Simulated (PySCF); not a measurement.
C6H9BN2

Input file:

```
{"job": {"kind": "nmr", "xc": "PBE0", "basis": "pcSseg-1"}, "charge": 0, "multiplicity": 1}
C      2.378648    -2.068312    -0.612820
C      2.120093    -0.896996    -0.672012
B      1.788007     0.615572    -0.747593
C      2.063856     1.332023     0.605376
N      2.232237     1.880999     1.600532
N      0.155643     0.735578    -0.970042
C     -0.639228     0.133294     0.111336
C     -2.110870     0.269411    -0.128222
C     -2.963016    -0.737232    -0.091483
H      2.617894    -3.091750    -0.563505
H      2.301347     1.178292    -1.667490
H     -0.070615     1.724429    -1.059151
H     -0.058021     0.275930    -1.852881
H     -0.350182    -0.916474     0.196462
H     -0.360286     0.638186     1.042459
H     -2.458115     1.275507    -0.330899
H     -4.017782    -0.598992    -0.253237
H     -2.638368    -1.743148     0.116755
```

Launched as:

```sh
OMP_NUM_THREADS=1 python probes_run.py task.json out
```

Geometry: GFN2-xTB.

Computed with PBE0/pcSseg-1, SCF density, gas phase, non-relativistic (PySCF).

What will maps of the electron density and electron localisation function show?

C–N (1.15 Å): the density is about 3.6 e/Å³ at the midpoint; the ELF peaks at about 0.85 between the atoms (a short, multiple covalent bond).
C–C (1.20 Å): the density is about 2.8 e/Å³ at the midpoint; the ELF peaks at about 0.85 between the atoms (a multiple bond).
C–B (1.55 Å): ρ is about 1.4 e/Å³ halfway; the ELF peaks at about 1 between the atoms, as expected for localised, covalent bonding.

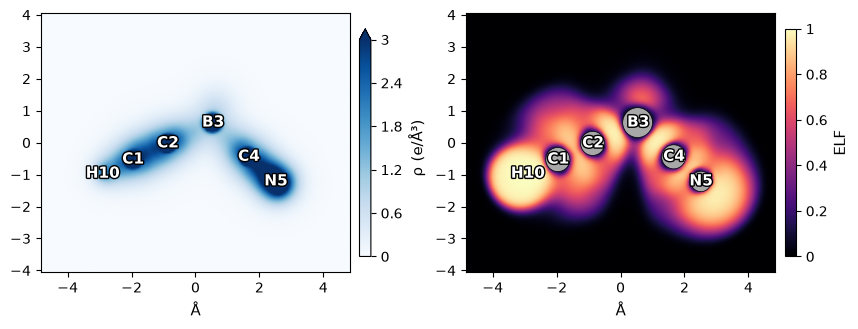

Computed electron density and electron localisation function on the plane of atoms C2, B3 and C4, in this order. Grey discs cover the atomic cores in the ELF map. 
